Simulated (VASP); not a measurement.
Band structure of WSe2 (2H layered). Calculation: PBE GGA, VASP's PBE PAW potentials (set 64) (plane waves; VASP).

Without a dispersion term in the relaxation, distances and binding between the weakly bound layers, chains or molecules are unreliable, and so is what depends on them. Unless said otherwise, spin-orbit coupling is left out, though it shifts the bands of the heavy elements here.

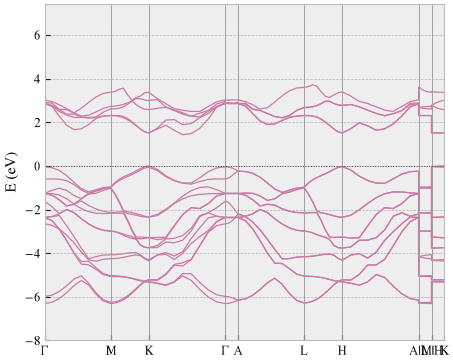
Figure: Bands along high-symmetry lines, zero at the valence-band maximum or, without a gap, the Fermi level

Q: Read the plot: is there a gap, and where are the band edges?

A: The gap is indirect, 1.43 eV, from the valence maximum at K to the conduction minimum at K-Γ at 0.44. (Edges off the drawn lines would not show.)

The compound is WSe2 in the 2H layered structure. It was relaxed first, which changed the volume by +17 %.
